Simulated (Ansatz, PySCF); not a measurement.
Pulling on the C3–H5 bond in C2H6Mg (SMILES C[CH2][MgH]) (multiplicity 1 held, fragments rigid). Energies count from the point at 1.097 Å.
Geometry at that point (charge 0, multiplicity 1):
```xyz
9

Mg    -0.14433     0.33130     1.39372
H     -0.33728     1.19049     2.85568
C      0.09331    -0.71910    -0.41424
C      0.13154     0.13614    -1.69257
H     -0.71566    -1.45528    -0.49127
H      1.01120    -1.31502    -0.34579
H      0.95533     0.85540    -1.67842
H     -0.78761     0.71383    -1.82526
H      0.25690    -0.46728    -2.59878
```

R- and RO- levels are restricted; in cc, def2 and unpolarised 6-31G sets they are followed outwards from rest. U- levels take the lowest unrestricted solution at each point, which mixes spins at long bonds. Levels need not reach the same state.

Frozen-core correlation. Rows in 6-31G* carry no dispersion term and start afresh at each structure (6-31G* with six Cartesian d functions).

Run with Ansatz (Gaussian basis) for Hartree–Fock, density functionals and correlated methods; PySCF for 6-31G* rows. 

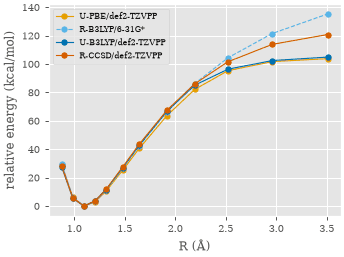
Relative energy along the coordinate

Doubts at one or more of the structures used: a spin-contaminated determinant (U-PBE/def2-TZVPP, U-B3LYP/def2-TZVPP); a restricted determinant that unrestricted orbitals would lower (R-B3LYP/6-31G*, R-CCSD/def2-TZVPP); T1 above 0.05 (R-CCSD/def2-TZVPP); other coupled-cluster roots lie near (R-CCSD/def2-TZVPP).

Ansatz is an electronic-structure program.
